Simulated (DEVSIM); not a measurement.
Structure: Ni/SiO2/p-GaSb capacitor, at 250 K.

```csv
layer (left to right),material,thickness (nm),Na (cm⁻³)
1,SiO2,2.70,-
2,GaSb,900,8.8e17
```

Metal gate on the left, work function 5.1 eV. Fixed charge at the semiconductor interface 0 cm⁻² (in units of +e); no interface traps.

This is a model device: material constants are rounded textbook-type values typed into the input, and sizes, dopings and lifetimes were drawn at random. Values at 300 K; Nc and Nv go as T^1.5, mobilities as T to minus their exponent, the gap by Varshni's rule with the affinity fixed.

| parameter | SiO2 | GaSb |
|---|---|---|
| gap (eV) | 9 | 0.726 |
| affinity (eV) | 0.9 | 4.06 |
| permittivity | 3.9 | 15.7 |
| Nc (cm⁻³) | - | 2.1e17 |
| Nv (cm⁻³) | - | 1.8e19 |
| Varshni α (eV/K) | - | 0.00042 |
| Varshni β (K) | - | 140 |

Model (solved in DEVSIM): 1D Poisson equation in equilibrium, Boltzmann statistics, complete ionisation; no quantum confinement or tunnelling. Metal contacts follow the ideal Schottky-Mott rule: no Fermi-level pinning, no interface dipoles.

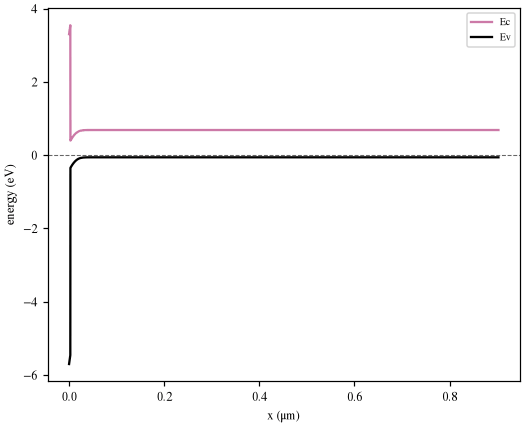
Band edges at 0.9 V on the gate

Energies count from the Fermi level of the right contact; mesh points crowd at the junctions.

| x (μm) | Ec (eV) | Ev (eV) | n (cm⁻³) | p (cm⁻³) | field (V/cm) |
|---|---|---|---|---|---|
| 0.000 | 3.300 | -5.700 | < 1e2 | < 1e2 | 940000 |
| 0.0007439 | 3.370 | -5.630 | < 1e2 | < 1e2 | 940000 |
| 0.001529 | 3.444 | -5.556 | < 1e2 | < 1e2 | 940000 |
| 0.002343 | 3.521 | -5.479 | < 1e2 | < 1e2 | 940000 |
| 0.003468 | 0.411 | -0.333 | 8.2e8 | 2.6e12 | 230000 |
| 0.005087 | 0.447 | -0.298 | 1.6e8 | 1.3e13 | 210000 |
| 0.008061 | 0.505 | -0.240 | 1.1e7 | 2.0e14 | 180000 |
| 0.01622 | 0.618 | -0.127 | 56000 | 3.8e16 | 98000 |
| 0.02946 | 0.679 | -0.065 | 3200 | 6.6e17 | 13000 |
| 0.05286 | 0.685 | -0.059 | 2400 | 8.8e17 | 90 |
| 0.09586 | 0.685 | -0.059 | 2400 | 8.8e17 | ≈ 0 |
| 0.2139 | 0.685 | -0.059 | 2400 | 8.8e17 | ≈ 0 |
| 0.3918 | 0.685 | -0.059 | 2400 | 8.8e17 | ≈ 0 |
| 0.6132 | 0.685 | -0.059 | 2400 | 8.8e17 | ≈ 0 |
| 0.7790 | 0.685 | -0.059 | 2400 | 8.8e17 | ≈ 0 |
| 0.8359 | 0.685 | -0.059 | 2400 | 8.8e17 | ≈ 0 |
| 0.8669 | 0.685 | -0.059 | 2400 | 8.8e17 | ≈ 0 |
| 0.8838 | 0.685 | -0.059 | 2400 | 8.8e17 | ≈ 0 |
| 0.8949 | 0.685 | -0.059 | 2400 | 8.8e17 | ≈ 0 |
| 0.8992 | 0.685 | -0.059 | 2400 | 8.8e17 | ≈ 0 |
| 0.9013 | 0.685 | -0.059 | 2400 | 8.8e17 | ≈ 0 |
| 0.9027 | 0.685 | -0.059 | 2400 | 8.8e17 | ≈ 0 |
